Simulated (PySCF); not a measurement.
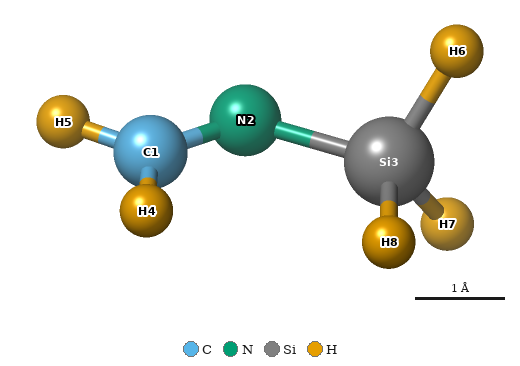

Figure 1. The structure (ball-and-stick view, seen at a tilt; atoms are numbered from 1 in the order of the input). Bond lengths as drawn: C–H 1.11 Å, C–N 1.26 Å, H–Si 1.49 to 1.50 Å and N–Si 1.76 Å.

# What a change does: NMR shielding calculation on CH₅NSi

System: CH₅NSi, SMILES C=N[SiH3].
Method of the first run: GIAO PBE0/pcSseg-2 NMR shielding, non-relativistic, gas phase (PySCF 2.14.0).

The geometry comes from this level: PBE0-D3(BJ)/def2-SVP. Text and figures count atoms from 1; the logs count them from 0 in places.

### The input, the first run
```
{"job": {"kind": "nmr", "xc": "PBE0", "basis": "pcSseg-2", "pop": false}, "charge": 0, "multiplicity": 1}
C      1.531166    -0.063050     0.005319
N      0.472305    -0.406723     0.598448
Si    -1.153020    -0.009318     0.065794
H      1.565626     0.533945    -0.933169
H      2.519777    -0.352662     0.409615
H     -1.813718     0.773409     1.149028
H     -1.895416    -1.285127    -0.142021
H     -1.164719     0.789399    -1.207412
```

The first line tells a small driver script what to run in PySCF; the rest is the geometry in Å.

Command:
```bash
OMP_NUM_THREADS=1 python <driver script> task.json out
```

Hardware: 1 CPU thread, shared host.

### Output (the first run)
```
coarse grid: 6872 points
cycle   1  E = -385.1091699780  dE =  3.417e-02  |g| = 3.696e-01  |ddm| = 1.946e+00
cycle   2  E = -385.0351980013  dE =  7.397e-02  |g| = 6.793e-01  |ddm| = 8.110e-01
cycle   3  E = -385.1394879031  dE = -1.043e-01  |g| = 5.785e-02  |ddm| = 5.551e-01
cycle   4  E = -385.1400605456  dE = -5.726e-04  |g| = 2.528e-02  |ddm| = 4.836e-02
cycle   5  E = -385.1402142478  dE = -1.537e-04  |g| = 4.213e-03  |ddm| = 2.077e-02
cycle   6  E = -385.1402183161  dE = -4.068e-06  |g| = 6.015e-04  |ddm| = 3.489e-03
final grid: 60992 points
cycle   7  E = -385.1466961061  dE = -3.045e-05  |g| = 4.697e-03  |ddm| = 1.754e-02
cycle   8  E = -385.1466926153  dE =  3.491e-06  |g| = 6.096e-03  |ddm| = 8.261e-03
cycle   9  E = -385.1467010276  dE = -8.412e-06  |g| = 1.203e-03  |ddm| = 5.039e-03
cycle  10  E = -385.1467013229  dE = -2.952e-07  |g| = 3.148e-04  |ddm| = 7.674e-04
cycle  11  E = -385.1467013451  dE = -2.224e-08  |g| = 4.290e-05  |ddm| = 1.853e-04
cycle  12  E = -385.1467013454  dE = -3.179e-10  |g| = 7.422e-06  |ddm| = 4.015e-05
converged SCF energy = -385.1467013454

GIAO shielding tensors (ppm)
atom      isotropic    diamagn.    paramagn.     s11        s22        s33       span
  0 C        2.323     250.303    -247.980    -99.160    -12.115    118.244    217.404
  1 N     -157.021     324.396    -481.418   -566.703   -191.090    286.729    853.433
  2 Si     385.084     878.050    -492.965    322.744    379.183    453.326    130.583
  3 H       22.461      30.412      -7.951     20.576     22.335     24.473      3.898
  4 H       22.554      28.368      -5.814     21.901     22.350     23.410      1.509
  5 H       26.234      28.704      -2.471     24.271     24.890     29.539      5.268
  6 H       26.225      28.696      -2.471     24.249     24.899     29.526      5.277
  7 H       26.563      29.384      -2.820     24.664     24.787     30.240      5.576
```

The second run used a changed input.

### The two runs side by side

```tsv
quantity	the first run	the second run
outcome	converged	converged
total energy (hartree)	−385.146701	−385.233301
HOMO (eV)	−7.25	−9.97
LUMO (eV)	−1.04	1.38
dipole moment (D)	1.49	1.61
shielding of C1 (ppm)	2.3	−0.5
shielding of N2 (ppm)	−157.0	−157.7
shielding of Si3 (ppm)	385.1	388.6
shielding of H4 (ppm)	22.5	22.7
shielding of H6 (ppm)	26.2	26.4
shielding of H7 (ppm)	26.2	26.4
shielding of H8 (ppm)	26.6	26.8
SCF iterations	12	13
basis functions	185	185
wall time (shared host)	11 s	17 s
```

What was changed in the input?

The change (lines with − go, lines with + come):
```diff
-"xc": "PBE0"
+"xc": "LC-wPBE"
```

The total energies belong to different methods, so their difference says nothing on which is more stable or more accurate. The HOMO goes from −7.25 to −9.97 eV. The LUMO goes from −1.04 to 1.38 eV. The dipole moment goes from 1.49 to 1.61 D. Of all shieldings, the largest change is that of Si3, by +3.5 ppm. The functional changes from PBE0 to LC-wPBE. The SCF takes 13 iterations against 12.

### Output (the second run)
```
coarse grid: 6872 points
cycle   1  E = -385.1768370291  dE =  1.867e-02  |g| = 4.283e-01  |ddm| = 1.927e+00
cycle   2  E = -385.1760036909  dE =  8.333e-04  |g| = 4.890e-01  |ddm| = 4.840e-01
cycle   3  E = -385.2223605327  dE = -4.636e-02  |g| = 3.932e-02  |ddm| = 2.691e-01
cycle   4  E = -385.2228885270  dE = -5.280e-04  |g| = 1.651e-02  |ddm| = 5.109e-02
cycle   5  E = -385.2229622925  dE = -7.377e-05  |g| = 2.750e-03  |ddm| = 1.966e-02
cycle   6  E = -385.2229675800  dE = -5.288e-06  |g| = 1.070e-03  |ddm| = 6.676e-03
final grid: 60992 points
cycle   7  E = -385.2332964061  dE = -5.992e-05  |g| = 5.477e-03  |ddm| = 2.071e-02
cycle   8  E = -385.2332985077  dE = -2.102e-06  |g| = 4.062e-03  |ddm| = 4.416e-03
cycle   9  E = -385.2333011073  dE = -2.600e-06  |g| = 8.709e-04  |ddm| = 2.309e-03
cycle  10  E = -385.2333011329  dE = -2.553e-08  |g| = 2.281e-04  |ddm| = 5.936e-04
cycle  11  E = -385.2333011758  dE = -4.289e-08  |g| = 5.960e-05  |ddm| = 2.538e-04
cycle  12  E = -385.2333011773  dE = -1.568e-09  |g| = 1.591e-05  |ddm| = 9.889e-05
cycle  13  E = -385.2333011776  dE = -2.628e-10  |g| = 3.001e-06  |ddm| = 6.165e-05
converged SCF energy = -385.2333011776

GIAO shielding tensors (ppm)
atom      isotropic    diamagn.    paramagn.     s11        s22        s33       span
  0 C       -0.507     248.733    -249.240   -108.127    -19.384    125.988    234.115
  1 N     -157.732     324.307    -482.038   -576.916   -193.789    297.510    874.426
  2 Si     388.600     877.438    -488.838    326.507    384.419    454.873    128.366
  3 H       22.702      30.481      -7.779     20.771     22.538     24.796      4.025
  4 H       22.704      28.616      -5.912     22.101     22.360     23.651      1.550
  5 H       26.424      28.683      -2.259     24.456     25.042     29.774      5.318
  6 H       26.413      28.677      -2.263     24.430     25.051     29.759      5.329
  7 H       26.785      29.347      -2.562     24.670     25.207     30.477      5.807
```
